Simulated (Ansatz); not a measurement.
## Si: response to strain

The parent structure is Si in the diamond structure (space group Fd-3m, No. 227; a = 5.444 Å). Axes: x, y, z lie along the cube axes.

Strains are applied to the cell and any free atomic positions relax.

Calculations: r2SCAN/PAW in Ansatz (an electronic-structure program), no spin-orbit coupling.

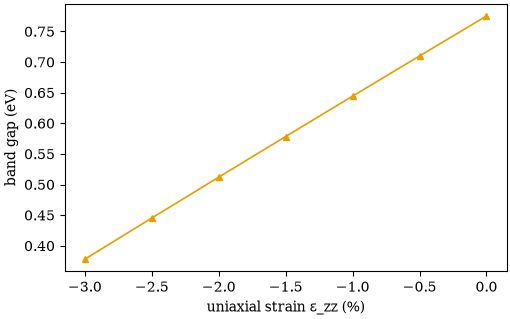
*Band gap against uniaxial strain ε_zz*

| uniaxial strain ε_zz (%) | band gap |
|---|---|
| -3 | 0.38 eV |
| -2.5 | 0.45 eV |
| -2 | 0.51 eV |
| -1.5 | 0.58 eV |
| -1 | 0.64 eV |
| -0.5 | 0.71 eV |

Stability against distortions was not tested.
